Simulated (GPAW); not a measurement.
## STM contrast on Nb2COS MXene monolayer

Aim: Tersoff-Hamann images of Nb2COS MXene monolayer at several biases.

Main program and level: GPAW 26.7.0; GPAW, PAW setups; layer in a repeated cell with vacuum, relaxation of atoms and in-plane cell, in the first sound run; inputs show where later runs differ.

## 1. The structure

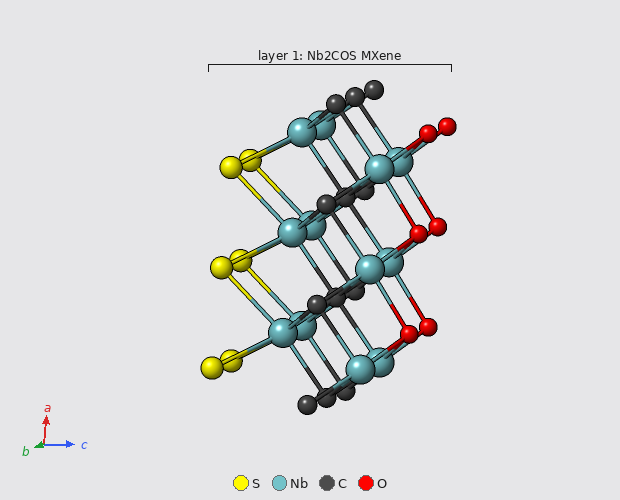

The cell as given, from the side, with the c axis across the page (sulfur yellow, niobium teal, carbon dark grey, oxygen red). 3×2×1 cells are drawn. Some periodic images of atoms are drawn too.

The cell holds 5 atoms: 1 S, 2 Nb, 1 C and 1 O. Cell: a = 3.151 Å, b = 3.151 Å, c = 21.359 Å, α = 90.0°, β = 90.0°, γ = 120.0°. Vacuum lies along c.

## 2. Relaxing the atoms

Forces are removed first; all later runs use this geometry.

run.py

```python
import json
import numpy as np
from ase import Atoms
from ase.filters import FrechetCellFilter
from ase.optimize import BFGS
from gpaw import GPAW, PW

slab = Atoms(
    ['S', 'Nb', 'C', 'Nb', 'O'],
    positions=[
        [-0.00000, 1.81899, 8.00000],
        [1.57529, 0.90949, 9.75270],
        [0.00000, 0.00000, 10.99584],
        [-0.00000, 1.81899, 12.23897],
        [1.57529, 0.90949, 13.35870]],
    cell=[[3.15058, 0.0, 0.0], [-1.57529, 2.72848, 0.0], [0.0, 0.0, 21.3587]],
    pbc=[True, True, True])

slab.calc = GPAW(mode=PW(600), xc='PBE', kpts={'size': (12, 12, 1), 'gamma': True},
                 occupations={'name': 'fermi-dirac', 'width': 0.05}, nbands='160%',
                 convergence={'density': 1e-05}, maxiter=200,
                 symmetry={'tolerance': 1e-3}, txt='slab.txt')
result = {}
# The in-plane cell is free; stress needs a cell that repeats along all three vectors
path = []
opt = BFGS(FrechetCellFilter(slab, mask=[1, 1, 0, 0, 0, 1]), maxstep=0.2)
opt.attach(lambda: path.append((slab.get_potential_energy(), slab.positions.tolist(), slab.get_forces().tolist())))
result['relaxed'] = bool(opt.run(fmax=0.02, steps=45))
result['path'] = path
result['cell'] = slab.cell.tolist()
print('in-plane lattice', slab.cell.cellpar().round(4)[[0, 1, 5]])
energy = slab.get_potential_energy()
fermi = slab.calc.get_fermi_level()
v = slab.calc.get_electrostatic_potential().mean((0, 1)) - fermi
n = slab.calc.get_pseudo_density().mean((0, 1))
L = slab.cell[2, 2]
z = np.arange(len(v)) * L / len(v)
low, high = slab.positions[:, 2].min(), slab.positions[:, 2].max()
below, above = np.interp([low - 5.8, high + 5.8], z, v)
slopes = [np.interp(x, z, np.gradient(v, z)) for x in (low - 5.8, high + 5.8)]
eps = np.array([[slab.calc.get_eigenvalues(k, s) for k in range(len(slab.calc.get_ibz_k_points()))]
                for s in range(slab.calc.get_number_of_spins())]) - fermi
top, bottom = eps[eps < 0].max(), eps[eps > 0].min()
dipole = slab.get_dipole_moment()[2]
print(f'energy {energy:.4f} eV, Fermi level {fermi:.4f} eV, dipole {dipole:.5f} e A')
print(f'potential 5.8 A off the faces, from the Fermi level: lower {below:.4f} eV, upper {above:.4f} eV')
print(f'slope of the potential there: lower {slopes[0]:.5f}, upper {slopes[1]:.5f} eV/A')
print(f'nearest levels on the mesh: {top:.4f} and {bottom:.4f} eV')
print('magnetic moment', round(slab.get_magnetic_moment(), 3))
result.update(energy=energy, fermi=fermi, dipole=dipole, below=below, above=above, slopes=slopes, edges=[top, bottom],
              z=z.tolist(), v=v.tolist(), n=n.tolist(), positions=slab.positions.tolist(),
              forces=slab.get_forces(apply_constraint=False).tolist(), moments=slab.get_magnetic_moments().tolist())
json.dump(result, open('result.json', 'w'))
```

Run with:

```sh
> OMP_NUM_THREADS=1 OPENBLAS_NUM_THREADS=1 python run.py
```

Log:

```text
Step          Energy          fmax
BFGS:    0      -45.460385        0.954718
BFGS:    1      -45.488988        0.643945
BFGS:    2      -45.510434        0.375374
BFGS:    3      -45.517454        0.397583
BFGS:    4      -45.538655        0.257878
BFGS:    5      -45.543456        0.130664
BFGS:    6      -45.546040        0.089270
BFGS:    7      -45.547678        0.079290
BFGS:    8      -45.548910        0.059604
BFGS:    9      -45.549351        0.030858
BFGS:   10      -45.549507        0.020601
BFGS:   11      -45.549515        0.010381
in-plane lattice [  3.182   3.182 120.   ]
energy -45.5409 eV, Fermi level 0.0071 eV, dipole -0.00813 e A
potential 5.8 A off the faces, from the Fermi level: lower 5.5132 eV, upper 5.5486 eV
slope of the potential there: lower -0.00784, upper -0.00756 eV/A
nearest levels on the mesh: -0.0332 and 0.0228 eV
magnetic moment 0.0
```

Run time: 13 min. Hardware: 1 thread of Intel Xeon Platinum 8375C at 2.90GHz (Ice Lake), shared host; peak memory 0.79 GiB.

This step gave:

* dipole along the normal: -0.008126 e·Å
* levels nearest the Fermi level on the mesh: -0.03316, 0.02276 eV from the Fermi level

The electrostatic potential energy of an electron (without an applied field's), less the Fermi level, planar mean oscillates, so the rows of the table below give means over windows of 2 Å about each position, cut where the curve ends. Its maxima inside the range that stand out by 2 % of the span (Å: eV): 8.8: -5.06, 10.6: -8.41, 11.4: -8.67, 13.0: -11.0. Its minima: 8.1: -18.7, 9.7: -23.0, 11.0: -12.2, 12.2: -23.5, 13.2: -11.9.

Table of electrostatic potential energy of an electron (without an applied field's), less the Fermi level, planar mean by z; means over each step:

```tsv
z (Å)	electrostatic potential energy of an electron (without an applied field's), less the Fermi level, planar mean (eV)
0	5.53
2	5.52
4	5.50
6	5.23
8	-7.37
10	-14.3
12	-15.1
14	0.0415
16	5.56
18	5.56
20	5.54
```

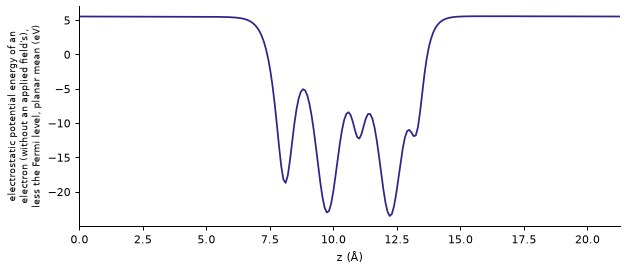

Electrostatic potential energy of an electron (without an applied field's), less the Fermi level, planar mean against z.

The pseudo valence density, planar mean oscillates, so the rows of the table below give means over windows of 2 Å about each position, cut where the curve ends. Its maxima inside the range that stand out by 2 % of the span (Å: e/Å³): 8.4: 0.487, 9.7: 1.38, 12.3: 1.37, 13.2: 0.893. Its minima: 8.9: 0.433, 10.8: 0.557, 12.8: 0.779.

Table of pseudo valence density, planar mean by z; means over each step:

```tsv
z (Å)	pseudo valence density, planar mean (e/Å³)
4	2.7e-5
6	0.0144
8	0.369
10	0.816
12	0.872
14	0.323
16	5.2e-4
18	0
```

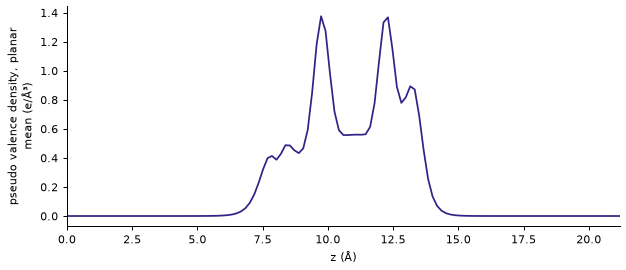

Pseudo valence density, planar mean against z.

The relaxation lowered the energy of the cell by 0.0884 eV (energies extrapolated to zero smearing; the optimiser's log prints free energies). The largest force left on a free atom is 0.010 eV/Å.

## 3. The slab's potential

The work function is the vacuum plateau of the electrostatic potential less the Fermi level; a dipole layer lets the two faces have plateaus of their own.

This step: GPAW, PAW setups; slab in vacuum (GPAW 26.7.0).

The cell differs from the one that the last finished run ended in (c 21.359 → 21.181 Å).

run.py

```python
import json
import numpy as np
from ase import Atoms
from ase.dft.stm import STM
from gpaw import GPAW, PW

slab = Atoms(
    ['S', 'Nb', 'C', 'Nb', 'O'],
    positions=[
        [-0.00000, 1.83713, 8.00000],
        [1.59100, 0.91856, 9.66956],
        [0.00000, -0.00000, 10.90410],
        [-0.00000, 1.83713, 12.13914],
        [1.59100, 0.91856, 13.18131]],
    cell=[[3.182, -0.0, 0.0], [-1.591, 2.75569, 0.0], [0.0, 0.0, 21.1813]],
    pbc=[True, True, False])

slab.calc = GPAW(mode=PW(500), xc='PBE', kpts={'size': (12, 12, 1), 'gamma': True},
                 occupations={'name': 'fermi-dirac', 'width': 0.05}, nbands='160%',
                 convergence={'density': 1e-05}, maxiter=200,
                 poissonsolver={'dipolelayer': 'xy'},
                 symmetry={'tolerance': 1e-3}, txt='slab.txt')
result = {}
energy = slab.get_potential_energy()
fermi = slab.calc.get_fermi_level()
v = slab.calc.get_electrostatic_potential().mean((0, 1)) - fermi
n = slab.calc.get_pseudo_density().mean((0, 1))
L = slab.cell[2, 2]
z = np.arange(len(v)) * L / len(v)
low, high = slab.positions[:, 2].min(), slab.positions[:, 2].max()
below, above = np.interp([low - 5.8, high + 5.8], z, v)
slopes = [np.interp(x, z, np.gradient(v, z)) for x in (low - 5.8, high + 5.8)]
eps = np.array([[slab.calc.get_eigenvalues(k, s) for k in range(len(slab.calc.get_ibz_k_points()))]
                for s in range(slab.calc.get_number_of_spins())]) - fermi
top, bottom = eps[eps < 0].max(), eps[eps > 0].min()
dipole = slab.get_dipole_moment()[2]
print(f'energy {energy:.4f} eV, Fermi level {fermi:.4f} eV, dipole {dipole:.5f} e A')
print(f'potential 5.8 A off the faces, from the Fermi level: lower {below:.4f} eV, upper {above:.4f} eV')
print(f'slope of the potential there: lower {slopes[0]:.5f}, upper {slopes[1]:.5f} eV/A')
print(f'nearest levels on the mesh: {top:.4f} and {bottom:.4f} eV')
print('magnetic moment', round(slab.get_magnetic_moment(), 3))
result.update(energy=energy, fermi=fermi, dipole=dipole, below=below, above=above, slopes=slopes, edges=[top, bottom],
              z=z.tolist(), v=v.tolist(), n=n.tolist(), positions=slab.positions.tolist(),
              forces=slab.get_forces(apply_constraint=False).tolist(), moments=slab.get_magnetic_moments().tolist())

# Images need the states of the whole zone, up to time reversal
slab.calc = slab.calc.fixed_density(symmetry={'point_group': False}, txt='states.txt', nbands='220%',
                                    convergence={'bands': 'CBM+0.8'})
stm = STM(slab)
result['stm'] = []
for bias in [-0.5, 0.5]:
    height = high + 3.0
    current = stm.get_averaged_current(bias, height)
    x, y, h = stm.scan(bias, current)
    i, f = divmod(height / L * stm.ldos.shape[2], 1)
    I = abs((1 - f) * stm.ldos[:, :, int(i)] + f * stm.ldos[:, :, int(i) + 1])
    print(f'bias {bias} V: mean current at 3.0 A {current:.4e}, corrugation {np.ptp(h):.4f} A')
    result['stm'].append(dict(bias=bias, current=current, h=(h - high).tolist(), I=I.tolist()))
json.dump(result, open('result.json', 'w'))
```

Log:

```text
energy -45.1847 eV, Fermi level 0.0547 eV, dipole -0.00548 e A
potential 5.8 A off the faces, from the Fermi level: lower 5.4796 eV, upper 5.5820 eV
slope of the potential there: lower -0.00089, upper -0.00045 eV/A
nearest levels on the mesh: -0.0332 and 0.0227 eV
magnetic moment 0.0
bias -0.5 V: mean current at 3.0 A 1.0277e-06, corrugation 0.2410 A
bias 0.5 V: mean current at 3.0 A 2.9811e-06, corrugation 0.2572 A
```

Wall time 3.9 min (1 thread); peak memory 0.69 GiB.

This step gave:

```
dipole along the normal                    : -0.005484 e·Å
levels nearest the Fermi level on the mesh : -0.03323, 0.02270 eV from the Fermi level
upper work function                        : 5.582 eV
lower work function                        : 5.480 eV
corrugation -0.5                           : 0.2410 Å
corrugation 0.5                            : 0.2572 Å
```

The electrostatic potential energy of an electron (without an applied field's), less the Fermi level, planar mean oscillates, so the rows of the table below give means over windows of 1 Å about each position, cut where the curve ends. Its maxima inside the range that stand out by 2 % of the span (Å: eV): 8.7: -5.07, 10.5: -8.41, 11.3: -8.64, 12.9: -11.0. Its minima: 8.0: -18.6, 9.6: -23.0, 10.9: -12.2, 12.1: -23.5, 13.1: -11.9.

Table of electrostatic potential energy of an electron (without an applied field's), less the Fermi level, planar mean by z; means over each step:

```tsv
z (Å)	electrostatic potential energy of an electron (without an applied field's), less the Fermi level, planar mean (eV)
0	5.50
1	5.48
2	5.48
3	5.48
4	5.48
5	5.47
6	5.34
7	2.36
8	-12.9
9	-10.2
10	-16.5
11	-10.1
12	-18.9
13	-10.9
14	3.35
15	5.52
16	5.58
17	5.58
18	5.58
19	5.58
20	5.58
21	5.57
```

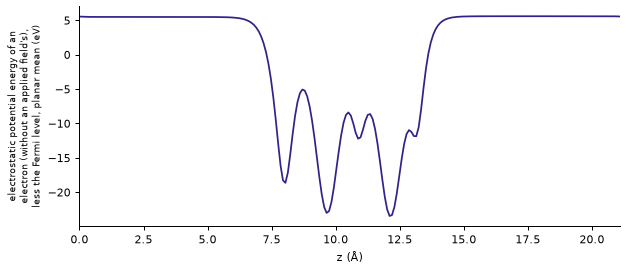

Electrostatic potential energy of an electron (without an applied field's), less the Fermi level, planar mean, plotted against z.

The pseudo valence density, planar mean oscillates, so the rows of the table below give means over windows of 2 Å about each position, cut where the curve ends. Its maxima inside the range that stand out by 2 % of the span (Å: e/Å³): 7.8: 0.415, 8.3: 0.492, 9.6: 1.37, 12.1: 1.38, 13.0: 0.886. Its minima: 7.9: 0.387, 8.7: 0.440, 10.6: 0.556, 12.7: 0.794.

Pseudo valence density, planar mean against z; means over each step:

```tsv
z (Å)	pseudo valence density, planar mean (e/Å³)
4	3.6e-5
6	0.0192
8	0.387
10	0.819
12	0.886
14	0.284
16	3.8e-4
18	0
```

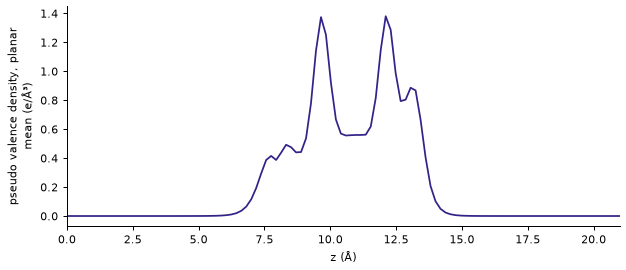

Pseudo valence density, planar mean, plotted against z.

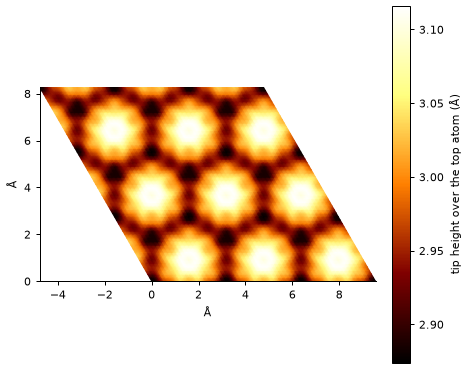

Tip height over the top atom over a1 and a2. Sample bias -0.5 V, constant current at the mean current 3.0 Å over the top atom. The cell is repeated, with its origin at the lower left corner.

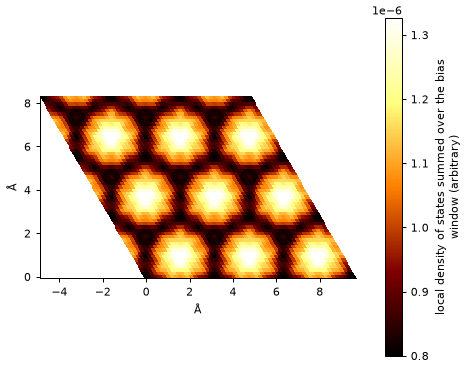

Local density of states summed over the bias window over a1 and a2. Sample bias -0.5 V, constant height 3.0 Å over the top atom. The cell is repeated, with its origin at the lower left corner.

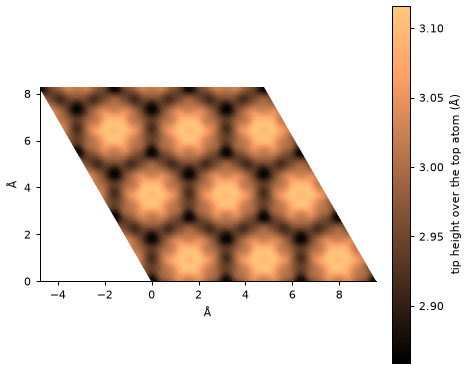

Tip height over the top atom over a1 and a2. Sample bias 0.5 V, constant current at the mean current 3.0 Å over the top atom. The cell is repeated, with its origin at the lower left corner.

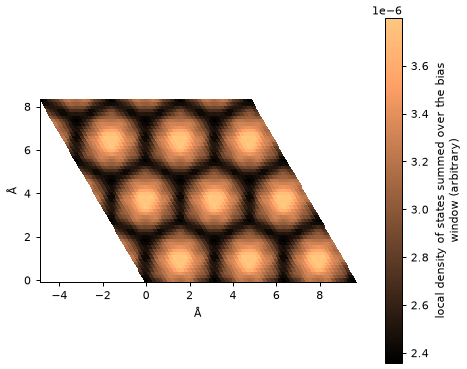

Local density of states summed over the bias window over a1 and a2. Sample bias 0.5 V, constant height 3.0 Å over the top atom. The cell is repeated, with its origin at the lower left corner.

The potential is flat to 8.9e-4 eV/Å where it is read, so the vacuum is wide enough.

## 4. Summary of results

```yaml
work_function_upper_and_lower_face: 5.582 and 5.480 eV
dipole_along_the_normal: -0.00548 e Å
corrugation_at_minus_0p5_v: 0.241 Å
corrugation_at_0p5_v: 0.257 Å
```

**Reading.** The tip height varies by 0.24 to 0.26 Å over the cell, much the same at every bias tried. Negative sample bias images filled states, positive bias empty ones. The two faces differ by 0.10 eV, the step that the slab's dipole makes (e p/(ε0 A) gives 0.11 eV), so the dipole layer is needed. The images are of Tersoff-Hamann type: an s-wave tip, no tip-sample forces, heights closer than in a microscope. The relaxation of atoms and cell ran in a fully periodic cell without the dipole layer, so the atoms of this polar layer felt a small spurious field. The layer's cell and atoms come from the relaxation; spin-orbit coupling and temperature are left out.

[Logs are printed without paths, hosts, clocks, repeated set-up lines and the standing remarks that a program may print on its own settings, such as how far it seeks lower states.]

[Hosts, paths, dates, database ids (printed as entryN), source tags and the programs' standing remarks are cut or masked in the printed files.]
